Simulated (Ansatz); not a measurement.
These are PBE (plane waves to 420 eV, PAW; Ansatz, an electronic-structure program) values and carry that method's errors.

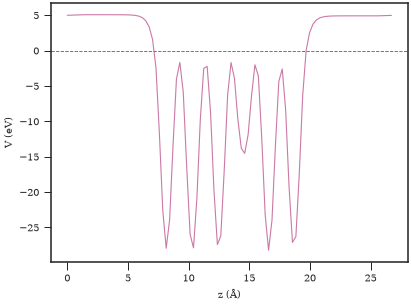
Figure. Plane-averaged electrostatic potential energy along the normal, in eV from the Fermi level, for a constructed model of the (0001) surface of hcp Ru, a layer of Cr in place of the third plane (bottom of the slab: a bare face, its two planes held)

Model: 6-atom slab, 10.6 Å thick at the start with caps and adatoms (thin: gaps and levels are the slab's own), 16x16x1 mesh, Fermi-Dirac 0.1 eV, dipole correction, 2 atoms held, the rest relaxed; held to the start's symmetry, so lower structures may exist; spin-polarised, no spin-orbit, no U. The starting moment vanished. In PBE it lies 0.35 eV a 1x1 cell over the lowest computed structure of the same composition (a layer of Cr in place of the second plane).

The vacuum level lies 4.92 eV above the Fermi level over the top face and 5.07 eV above it under the bottom face.
